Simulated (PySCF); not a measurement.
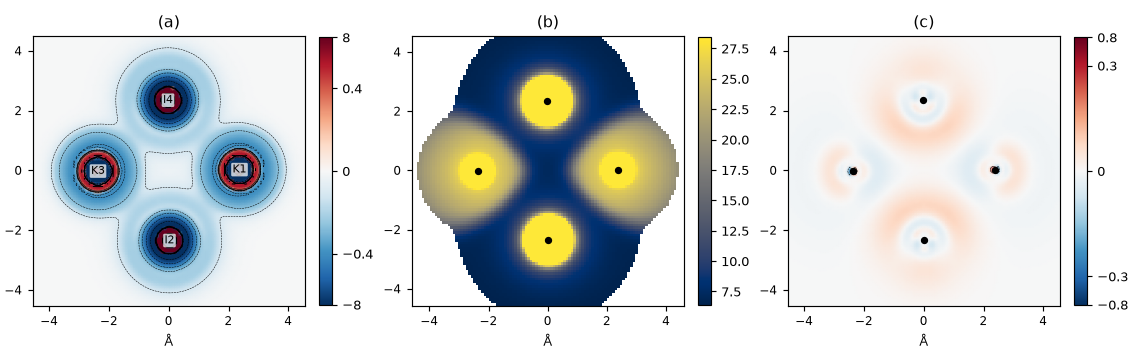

(KI)2 ring (I$_{2}$K$_{2}$). Three fields in the molecular plane. (a): red positive, blue negative. (c): red positive, blue negative.

Level of theory: PBE0/def2-SVP (PySCF), at a geometry from GFN2-xTB. Core potentials replace the inner electrons of I; spin–orbit coupling isn't included. This is a single-reference result, which may miss multireference character in this system. No frequency check shows the geometry to be a minimum. GFN2-xTB bond lengths at metals and heavier atoms can be off by up to 0.1 Å and shapes distorted, which carries into these values.

The calculation's input:

```python
import numpy as np
from pyscf import gto, scf, dft
from pyscf.scf import atom_ks, atom_hf
from scipy.linalg import block_diag

def solve(mol, dm0=None, hcore=None):
    mf = (dft.UKS if mol.spin else dft.RKS)(mol, xc='pbe0')
    mf.grids.level = 3
    mf = mf.density_fit(auxbasis='def2-universal-jkfit')
    mf.conv_tol, mf.max_cycle = 1e-8, 80
    if hcore is not None:
        mf.get_hcore = lambda *args: hcore
    mf.kernel(dm0)
    if not mf.converged:
        mf = mf.newton().run(mf.mo_coeff, mf.mo_occ, max_cycle=30)
    assert mf.converged, 'SCF not converged'
    return mf

mol = gto.M(atom='''
K     -0.00044    -2.36759     0.00000
I     -2.34736     0.00024     0.00000
K      0.00090     2.36758     0.00000
I      2.34719    -0.00024     0.00000
''', basis='def2-svp', ecp={'I': 'def2-svp'}, charge=0, spin=0, verbose=4)
mf = solve(mol)
mf.analyze()
# spherically averaged free atoms, for the promolecule
atom_ks.AtomSphAverageRKS.init_guess_by_vsap = lambda self, mol=None: self.init_guess_by_minao(mol)  # core potentials
atm = atom_ks.get_atm_nrks(mol, xc='pbe0')
pro = block_diag(*[(atm[a[0]][2] * atm[a[0]][3]) @ atm[a[0]][2].T for a in mol._atom])
np.savez('result.npz', e=mf.e_tot, c=mf.mo_coeff, occ=mf.mo_occ, eps=mf.mo_energy, pro=pro, dip=mf.dip_moment(verbose=0), s2=mf.spin_square()[0])
```

Launched as:

```sh
OMP_NUM_THREADS=1 python input.py
```

The run took 36 s on 1 thread of Intel(R) Xeon(R) Processor @ 2.50GHz (Skylake/Cascade Lake), on a shared host, peak memory 0.41 GiB.

Partitions, critical points and surface values were worked out afterwards from this run's density.

**The panels show, in some order, the deformation density, average local ionisation energy and negative Laplacian of the density (−∇²ρ). Which is which?**

(a) is the negative Laplacian of the density (−∇²ρ): shells alternate in sign around each nucleus and valence concentrations outline the bonding and non-bonding pairs. (b) is the average local ionisation energy: it is high near the heavier nuclei and lowest where loosely bound electrons reach out. (c) is the deformation density: it has both signs, with gains where valence electrons gather and losses around them.
